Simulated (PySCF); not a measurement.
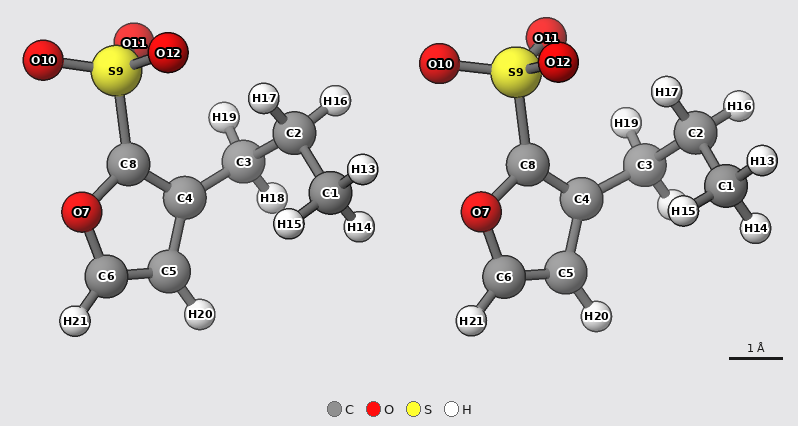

Two geometries of C7H9O4S (charge −1), drawn at one scale. One is the start of a relaxation, the other its converged end. A ball-and-stick model, seen face on.

Computed with PySCF, PBE0-D3(BJ)/def2-SVP geometry optimisation, gas phase. 

Question: Which one is relaxed?

Answer: The right one is the relaxed one. The start comes from GFN2-xTB. Its atoms were then displaced at random by about 0.01 Å. O12 moves most after the best rigid fit: 0.42 Å. By element the largest moves are O 0.42 Å, H 0.29 Å, C 0.16 Å, S 0.15 Å. Some distances before and after: C1–H14 1.049 → 1.105 Å, C3–C4 1.449 → 1.497 Å, C5–H20 1.057 → 1.090 Å, C3–H19 1.075 → 1.100 Å. Among the angles between lasting bonds that change: H13–C1–H14 112.6° → 107.7°, C4–C8–S9 127.0° → 130.3°, O7–C8–S9 122.3° → 119.1°. After 13 geometry steps the energy has fallen by 6.23 kcal/mol. The run took 8.3 min on 1 thread of Arm Neoverse V1 (shared host).

Limits of the set-up: the basis has no diffuse functions, which an anion needs.
